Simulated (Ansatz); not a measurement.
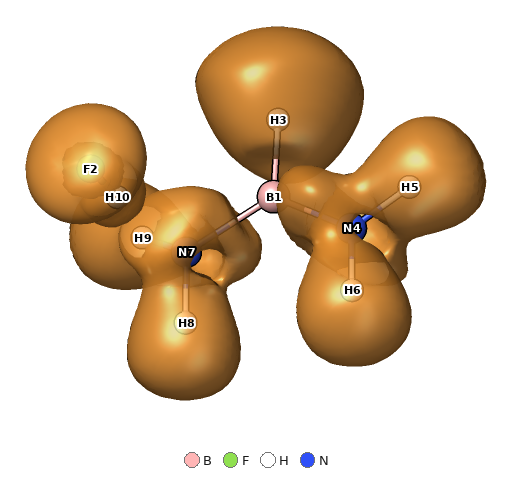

The picture shows: BH5N2···HF. Isosurface of the ELF at 0.75 (orange), seen from one side. Only the valence region is drawn (cores and ρ < 0.01 e/Å³ removed).

Level of theory: RHF/def2-SVP (Ansatz 0.2.0).

```xyz
10

B    -0.1341    0.5541   -0.4659
F    -0.3059    0.1550    2.7916
H     0.8991    0.0120   -0.7487
N    -1.3393    0.0600   -0.9821
H    -1.3748   -0.7687   -1.5363
H    -2.2396    0.4346   -0.7650
N    -0.0884    1.6764    0.4315
H    -0.8699    2.2996    0.5047
H     0.7799    2.1608    0.5460
H    -0.2098    0.6989    2.0622
```

Q: Where are the electrons localised?

A: The surface consists of one region around a hydrogen nucleus, one joined region spread over several atoms (F, H), in which their bonds and any lone pairs are merged and two joined regions spread over several atoms (H, N), in which their bonds and any lone pairs are merged.

Values along the shortest contacts:
N7···H10 (1.91 Å): the ELF dips to about 0.10 between them: by its geometry a hydrogen bond between the two molecules, with no shared pair. B–N (1.40 Å): the ELF peaks at about 0.95 between the atoms, as expected for a short, strongly polar bond.
